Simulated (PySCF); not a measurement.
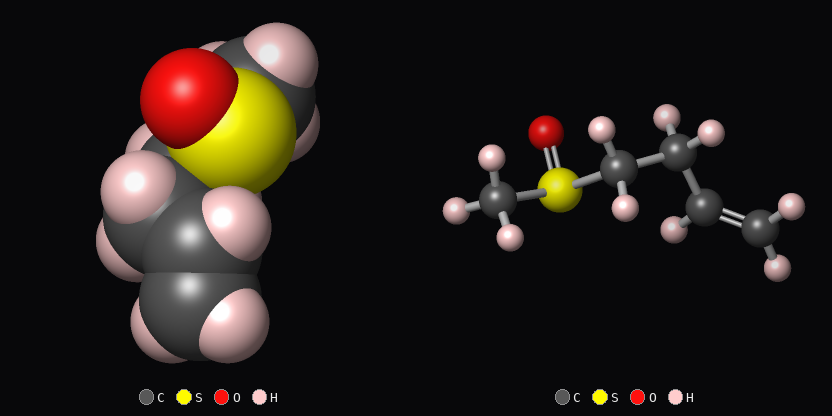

The same structure drawn twice, from different directions.

Computed geometry: GFN2-xTB optimisation. No frequency run is at hand to confirm it as a minimum.

What is the molecular formula?

Answer. C5H10OS, 17 atoms: 5 carbon, 10 hydrogen, 1 oxygen and 1 sulfur.

Give a SMILES string for it.

Answer. C=CCC[S@@](C)=O

What is the point group of this geometry?

Answer. C1.

The parts below concern this one geometry. Atoms keep their numbers from picture to picture.

Shape

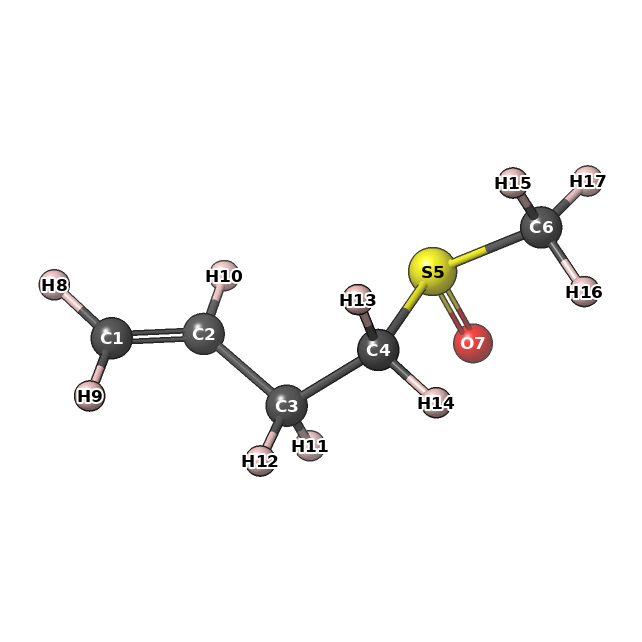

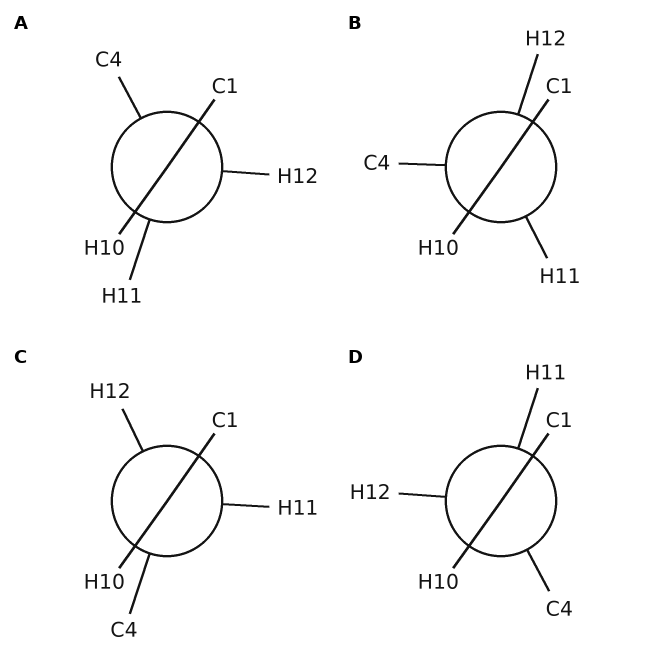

Distant atoms are faded towards the background colour. Bonds that would overlap in a projection are set slightly apart. No frequency run is at hand to confirm it as a minimum.

Which Newman projection shows the view along C2–C3, with C2 in front?

Answer. B. The torsion angle C1–C2–C3–C4 is −123°, anticlinal.

Polarisability

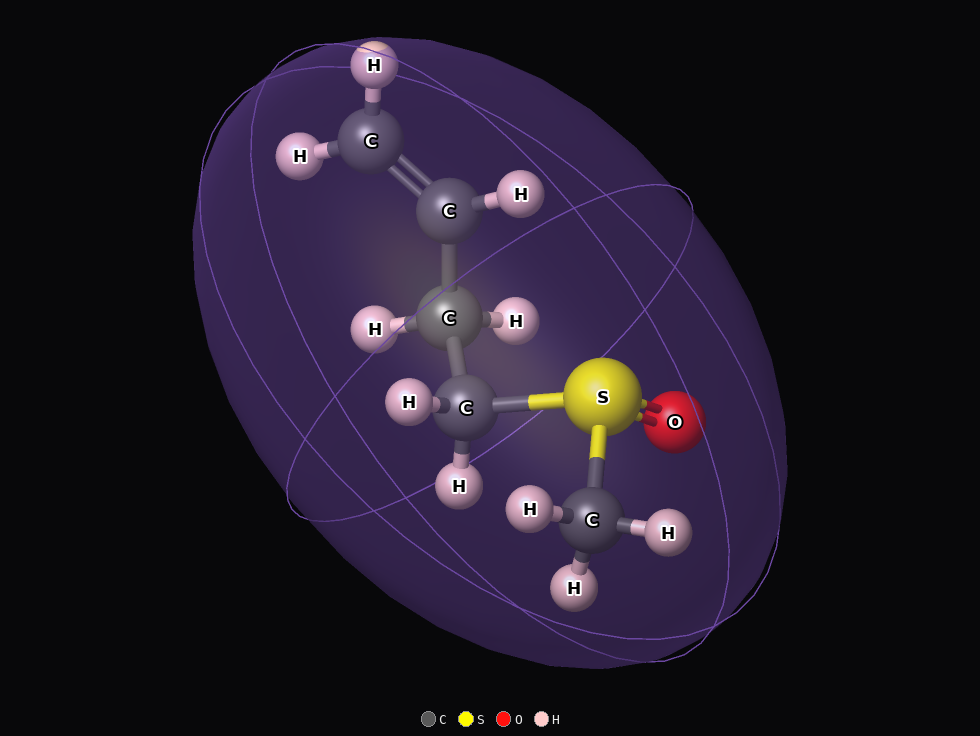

The ellipsoid shows the static dipole polarisability: its half-axes are proportional to the principal values. No frequency run is at hand to confirm it as a minimum. Level of theory: PBE0/def2-SVPD (PySCF 2.14.0).

Give the principal values, the mean and the anisotropy.

Answer. Principal values 74.4, 77.5, 112.4 bohr³; mean 88.1 bohr³ (13.06 Å³); anisotropy 36.5 bohr³, so the longest axis is 1.51 times the shortest.

Quadrupole coupling

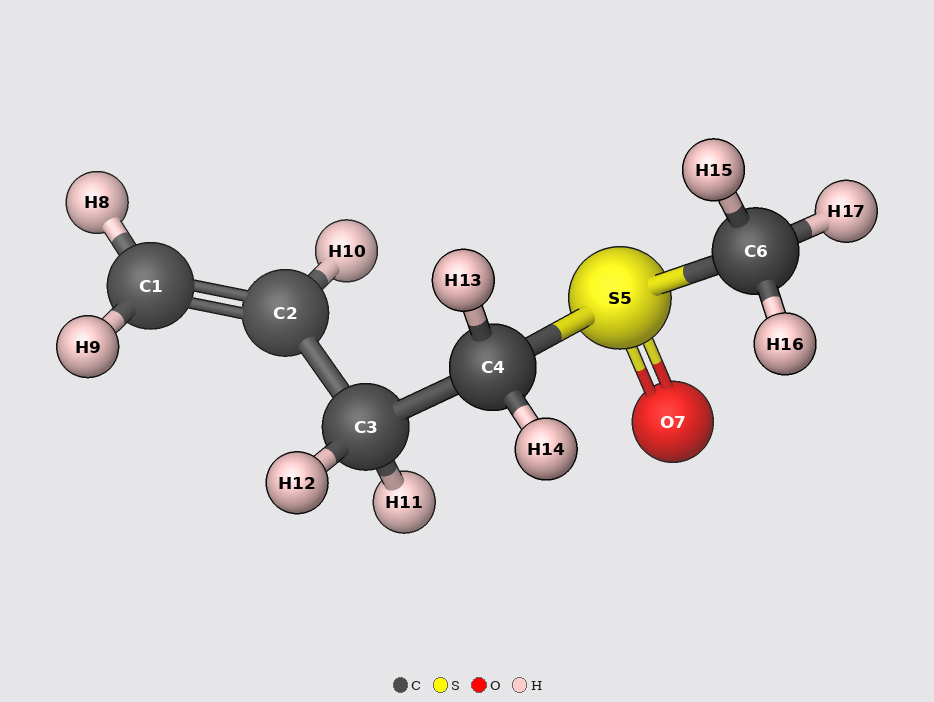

No frequency run is at hand to confirm it as a minimum. Electric field gradients from the ground-state density, PBE0/pcSseg-1 (PySCF 2.14.0), non-relativistic apart from any core potentials.

Give the largest field-gradient component, the quadrupole coupling constant and the asymmetry for 33S at S5 (Q = −67.81 mb), 17O at O7 (Q = −25.6 mb), 2H at H8 (Q = 2.86 mb), 2H at H9 (Q = 2.86 mb), 2H at H10 (Q = 2.86 mb), 2H at H11 (Q = 2.86 mb).

```tsv
atom	V_zz (a.u.)	e²qQ/h (MHz)	η
S5	−2.030	32.3	0.09
O7	1.687	−10.15	0.41
H8	0.339	0.228	0.05
H9	0.335	0.225	0.06
H10	0.320	0.215	0.07
H11	0.292	0.196	0.00
```

NMR shielding

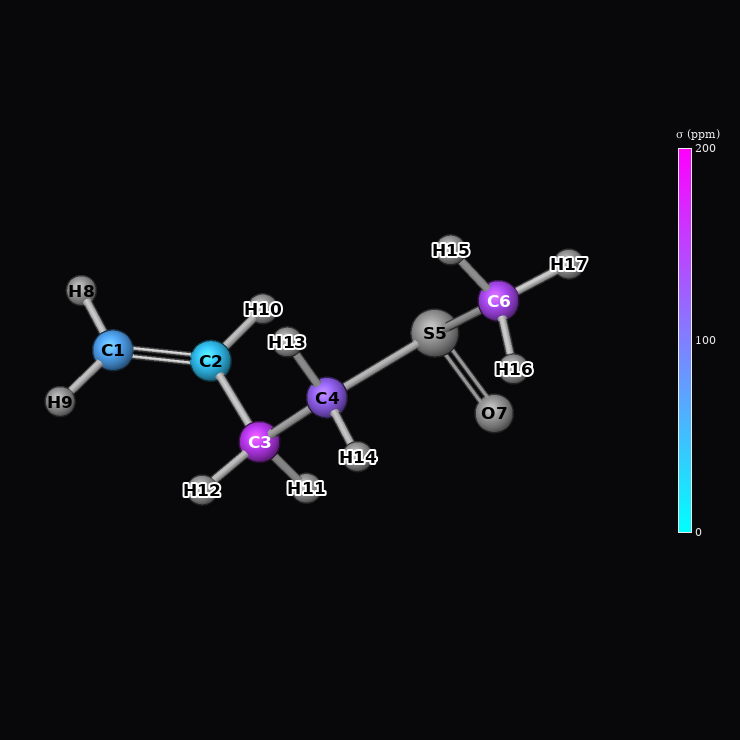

Atoms are coloured by their isotropic NMR shieldings (C only, the others grey). No frequency run is at hand to confirm it as a minimum. Level of theory: GIAO PBE0/pcSseg-1 NMR shielding, non-relativistic, gas phase (PySCF 2.14.0).

List the isotropic NMR shieldings of the C atoms.

| atom | σ (ppm) |
| --- | --- |
| C1 | 65.5 |
| C2 | 41.0 |
| C3 | 154.6 |
| C4 | 120.9 |
| C6 | 140.7 |
